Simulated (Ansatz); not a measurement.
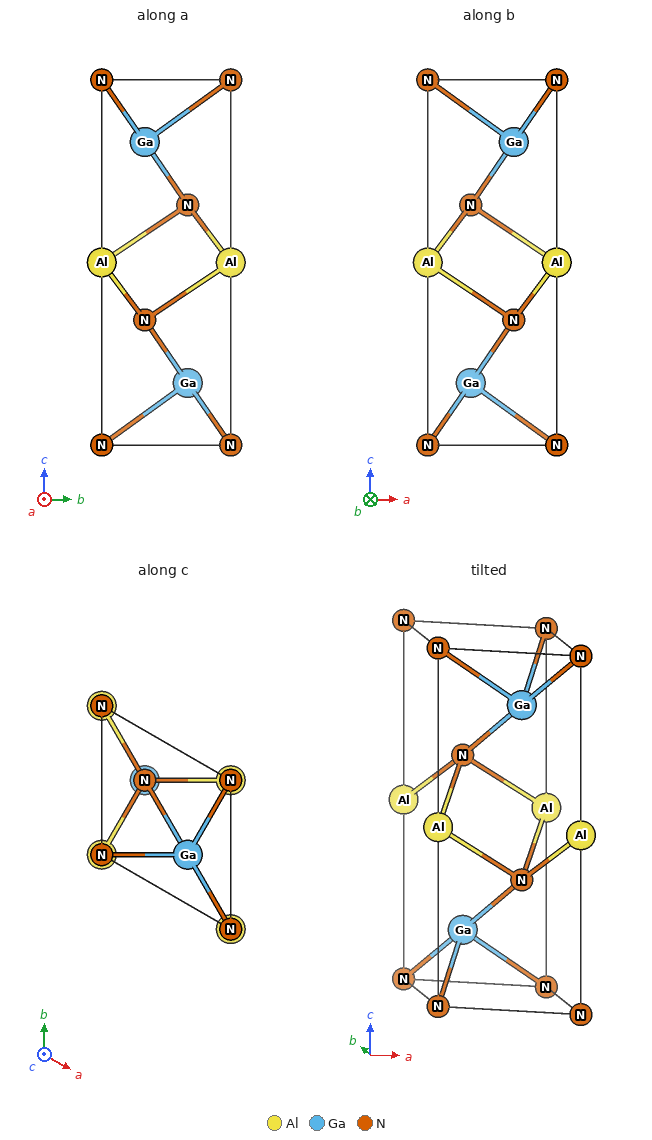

We look at a ball-and-stick model of the crystal along the a axis, along the b axis, along the c axis and slightly off an axis. The lines enclose the conventional unit cell; boundary atoms appear with their images.

Lattice parameters: a = 2.972 Å, b = 2.972 Å, c = 7.286 Å, α = 90.00°, β = 90.00°, γ = 120.00°. Put a along x and b in the xy plane.

Express the structure as a POSCAR file, with free fractional coordinates to two decimals.

```
Al Ga N
1.0
     2.972    0.000    0.000
    -1.486    2.574    0.000
     0.000    0.000    7.286
Al Ga N
1 2 3
Direct
  0.00 0.00 0.50
  0.3333 0.6667 0.17
  0.6667 0.3333 0.83
  0.3333 0.6667 0.66
  0.6667 0.3333 0.34
  0.00 0.00 0.00
```

The structure was taken from a structure type filled with these elements by a generator (whether the compound takes this form wasn't checked). The picture shows the end point of a geometry optimisation with Ansatz, DFT PBE, scalar-relativistic, plane waves, PAW.
